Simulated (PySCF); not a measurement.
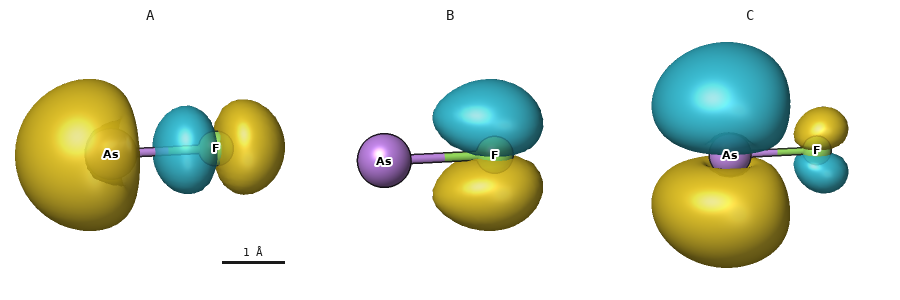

Figure. AsF (triplet). Three frontier β-spin orbitals, each drawn at the value that holds 80 % of its norm (yellow and cyan are the two phases), in no order; of a degenerate pair one member is drawn.

Theory: PBE0/cc-pVTZ(-PP), non-relativistic Hamiltonian with scalar-relativistic core potentials where named, at a bond length of 1.745 Å in PySCF.

**Name the orbitals and rank them from lowest to highest energy.**

Orbital B: π, occupied in this spin, −11.78 eV; mainly on F (90 %).
Orbital A: σ, occupied in this spin, −11.37 eV; shared between the atoms (As 55 %, F 45 %).
Orbital C: π, empty in this spin, −2.65 eV; mainly on As (95 %).
